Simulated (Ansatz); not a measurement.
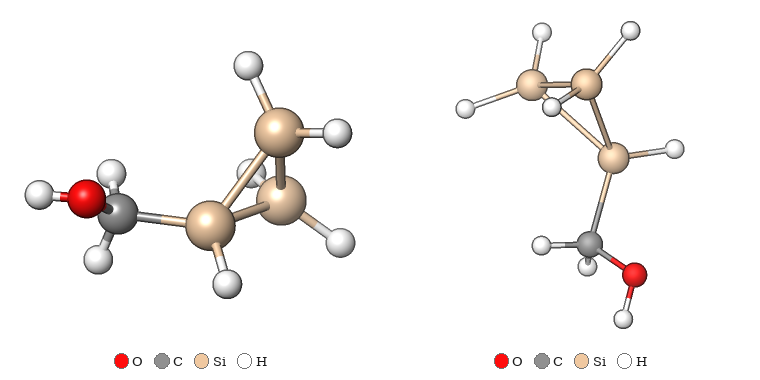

Two views of one molecule.

Identify the structure.

It has 13 atoms: 1 carbon, 8 hydrogen, 1 oxygen and 3 silicon (CH8OSi3). SMILES: `OC[SiH]1[SiH2][SiH2]1`. Independent rings (smallest set): 1 of 3 members. Among its groups: alcohol, Si–H bond. This geometry has C1 symmetry. Coordination, clear cases only: 1 O bent; 1 C tetrahedral.

The parts below concern this one geometry. Atoms keep their numbers from picture to picture. The geometry was computed by an optimisation with PBE0-D4/def2-TZVP.

### Geometry

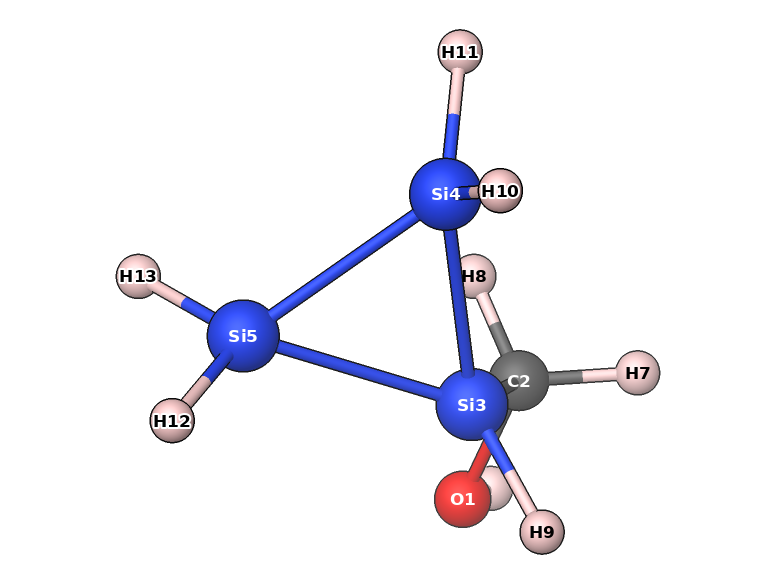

C2 lies behind Si3. The molecule seen a little off the Si3–C2 bond, Si3 in front. Atoms fade into the background with distance from the viewer.

> What is the torsion angle Si4–Si3–C2–O1? The sign is positive where the front bond must turn clockwise to cover the back bond.

−151°, antiperiplanar (anti).

### Vibrations

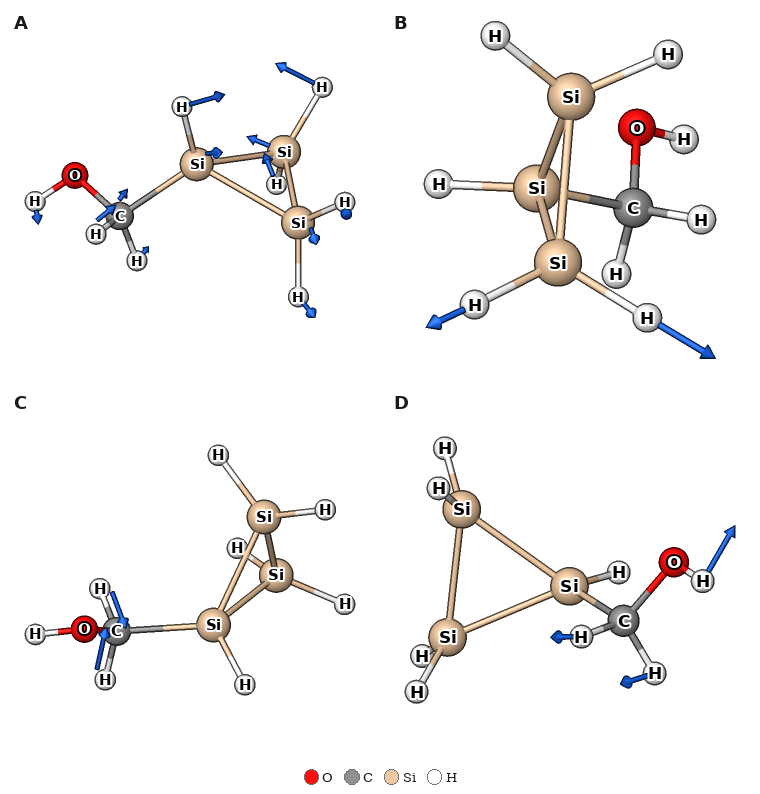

4 normal modes of one molecule or complex, as arrows. Harmonic vibrations computed with RKS PBE0-D4/def2-TZVP (Ansatz 0.2.0) at a stationary point of the same level.

> Match the panels to the wavenumbers 374 cm⁻¹, 1188 cm⁻¹, 2215 cm⁻¹, 2995 cm⁻¹.

A: 374 cm⁻¹
B: 2215 cm⁻¹, in-phase stretching of 2 Si–H bonds
C: 2995 cm⁻¹, in-phase stretching of 2 C–H bonds
D: 1188 cm⁻¹, angle bending

### Dipole moment

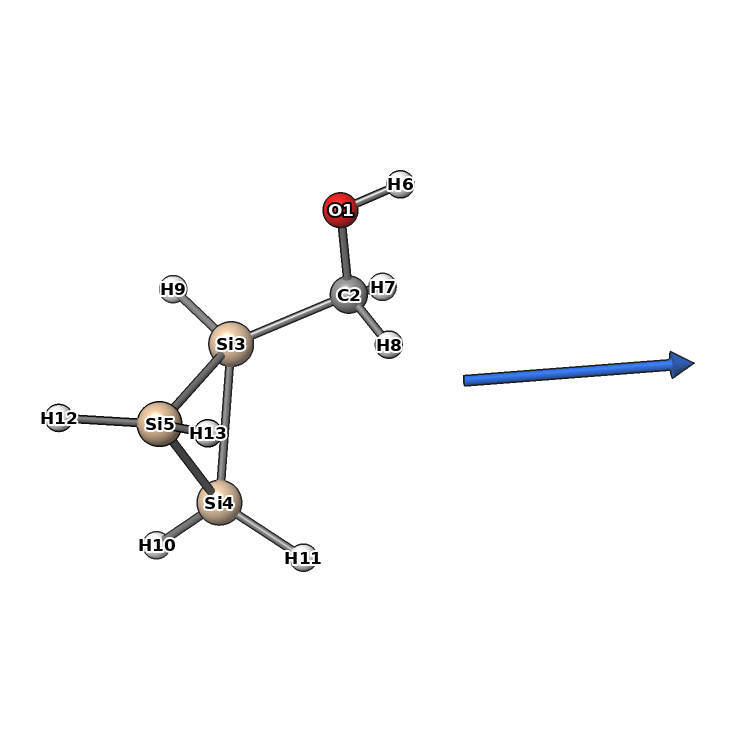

The arrow beside the molecule shows the direction of the dipole moment, from the negative to the positive end (its length means nothing). Properties computed with RKS PBE0-D4/def2-TZVP (Ansatz 0.2.0).

> How large is the dipole moment?

1.98 D; it points from the side of H12 to the side of H6, H7 (the outermost atoms at the two ends).

### Charges

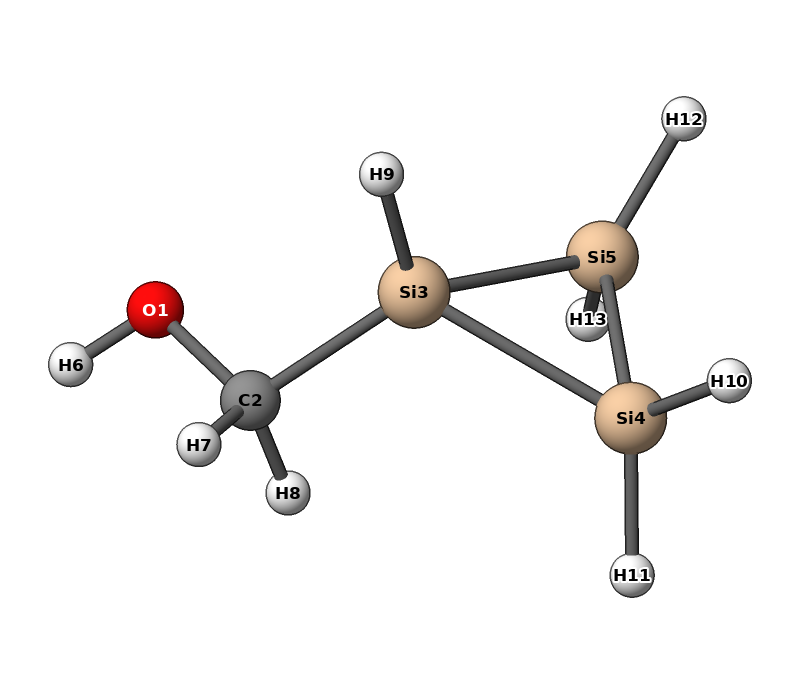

The questions are on Mulliken charges. Level of theory: RKS ωB97M-V/def2-TZVPP (Ansatz 0.2.0).

> Which atom carries the highest charge (most positive or least negative)?

H6 (0.17 e).

> And the lowest?

O1 (−0.31 e).

List the Mulliken charges.

```json
{"atom": "O1", "value (e)": "−0.31"}
{"atom": "C2", "value (e)": "−0.15"}
{"atom": "Si3", "value (e)": "0.12"}
{"atom": "Si4", "value (e)": "−0.02"}
{"atom": "Si5", "value (e)": "0.02"}
{"atom": "H6", "value (e)": "0.17"}
{"atom": "H7", "value (e)": "0.12"}
{"atom": "H8", "value (e)": "0.11"}
{"atom": "H9", "value (e)": "−0.02"}
{"atom": "H10", "value (e)": "−0.01"}
{"atom": "H11", "value (e)": "−0.01"}
{"atom": "H12", "value (e)": "−0.01"}
{"atom": "H13", "value (e)": "−0.01"}
```

Mulliken values depend strongly on the basis set and can even reverse the polarity of a bond.
